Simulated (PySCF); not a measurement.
**C₄H₇FO₂Si (SMILES O=C(O)[SiH2]/C=C/CF): density, localisation and related maps**

Input file:

```
{"job": {"kind": "uv", "xc": "CAM-B3LYP", "basis": "def2-SVPD", "nstates": 8, "ntriplets": 3}, "charge": 0, "multiplicity": 1}
O     -3.068232    -0.545399     1.401974
C     -2.535742     0.050353     0.500495
O     -2.775737     1.347078     0.268009
Si    -1.257352    -0.647018    -0.753676
C      0.386710     0.136837    -0.290811
C      1.474783    -0.528513     0.075280
C      2.780021     0.098037     0.453205
F      2.738785     1.467275     0.395676
H     -3.408027     1.711223     0.912541
H     -1.684504    -0.197842    -2.080945
H     -1.229765    -2.102577    -0.619483
H      0.447541     1.219274    -0.317912
H      1.490664    -1.608420     0.126027
H      3.057911    -0.168697     1.481142
H      3.578530    -0.223621    -0.228125
```

Run with:

```sh
OMP_NUM_THREADS=1 python probes_run.py task.json out
```

Geometry: GFN2-xTB.

Computed with CAM-B3LYP/def2-SVPD, SCF density, gas phase (PySCF 2.14.0).

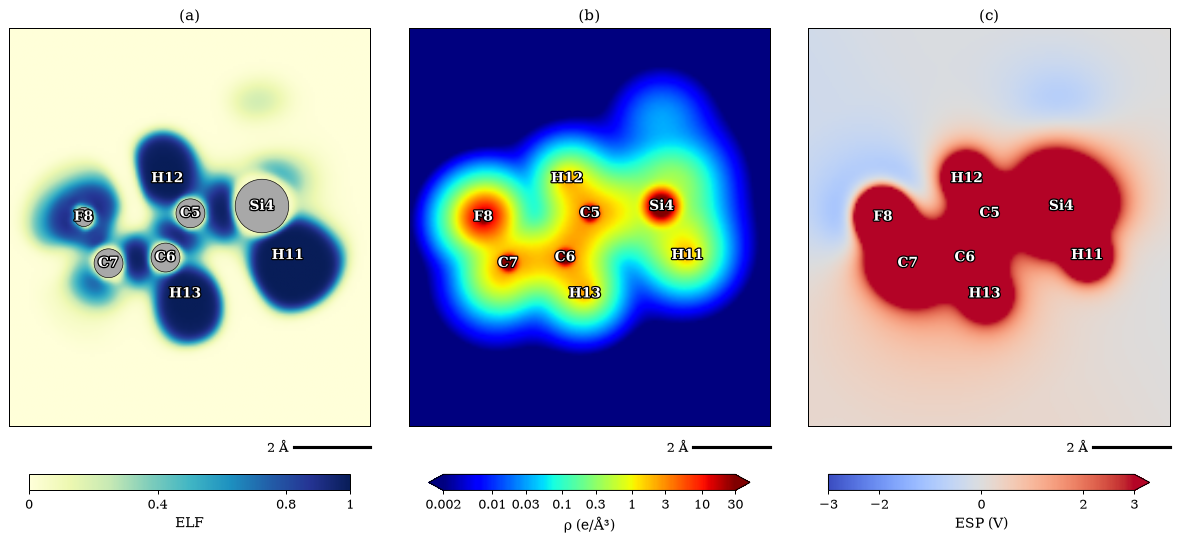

Figure 1. (a) ELF; (b) electron density; (c) electrostatic potential on the plane of atoms C6, C7 and F8. Grey discs cover the atomic cores in the ELF map.

**Interpret the plot.**

Atoms in the plane: Si, C, F and H.
C–C (1.33 Å): the density is about 2.3 e/Å³ at the midpoint; the ELF peaks at about 0.90 between the atoms (a short, multiple covalent bond).
C–F (1.37 Å): the density is about 2.1 e/Å³ at the midpoint, with its minimum of 1.6 e/Å³ about 0.5 Å from C; the ELF peaks at about 0.85 between the atoms, as expected for a polar covalent bond.
C–Si (1.88 Å): ρ is about 0.96 e/Å³ halfway; the ELF peaks at about 1 between the atoms; localised, covalent bonding.
C–C (1.50 Å): ρ is about 1.8 e/Å³ halfway; the ELF peaks at about 0.95 between the atoms, as expected for a covalent bond.
The ELF also peaks beside F8, away from the bonds: lone-pair regions.
Outside the dense part of the molecule the potential is most negative (−1.0 V) near F8.

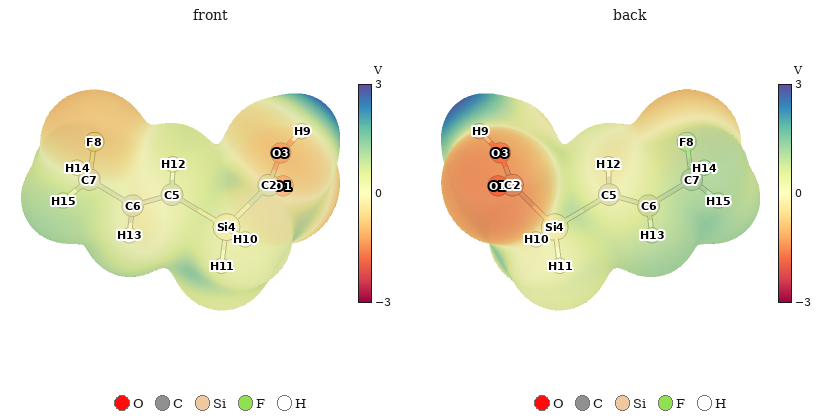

Figure 2. The molecular electrostatic potential painted on the density surface at 0.002 e/bohr³, seen from the front and from behind; the colour scale runs from red (negative) to blue (positive).

**Where is the surface potential most negative and most positive?**

The most negative region (about −1.6 V, or −37 kcal/mol for a unit charge) lies over O1, the most positive (about +2.6 V, or +60 kcal/mol for a unit charge) over H9. O1 is the likeliest acceptor of a hydrogen bond.

**What dipole moment does the calculation give?**

Its dipole moment is 1.81 D.
